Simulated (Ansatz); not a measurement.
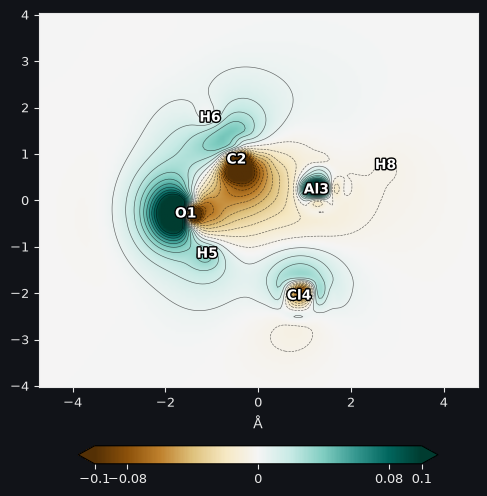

*CH₄AlClO. The HOMO on the plane of atoms O1, C2 and Al3 (values in Å⁻³ᐟ²; the overall sign is arbitrary).*

Computed with RKS B3LYP-D4/6-31G in Ansatz 0.2.0.

The calculation's input:

```
crystal:
  periodic: [false, false, false]
  atoms:
    - { symbol: O, position_ang: [0.0959, 1.4722, -0.5763] }
    - { symbol: C, position_ang: [0.4231, 0.6022, 0.4028] }
    - { symbol: Al, position_ang: [-0.1545, -1.2474, -0.1192] }
    - { symbol: Cl, position_ang: [-1.1384, -1.5871, -1.9998] }
    - { symbol: H, position_ang: [-0.9294, 1.6427, -0.5067] }
    - { symbol: H, position_ang: [-0.0248, 0.8942, 1.3819] }
    - { symbol: H, position_ang: [0.99981, 1.64966, -0.939] }
    - { symbol: H, position_ang: [0.2624, -2.4583, 0.8504] }
basis:
  gaussian: { orbitals: "6-31G" }
hamiltonian:
  xc: b3lyp
  dispersion: d4
relax:
  f_tol: 0.02
  max_steps: 50
output:
  orbitals: {}
```

Command:

```sh
ansatz run input.yaml --threads 1 --pin off --max-ram 2048MiB --backend cpu --events-out ev --progress --plain --runs-dir out
```

The fields are those of the relaxed geometry.

Where does this orbital lie, and at what energy?

Answer. By Hirshfeld shares it lies mainly on C2 (about 60 %) and Al3 (about 25 %). Its energy is −5.20 eV.
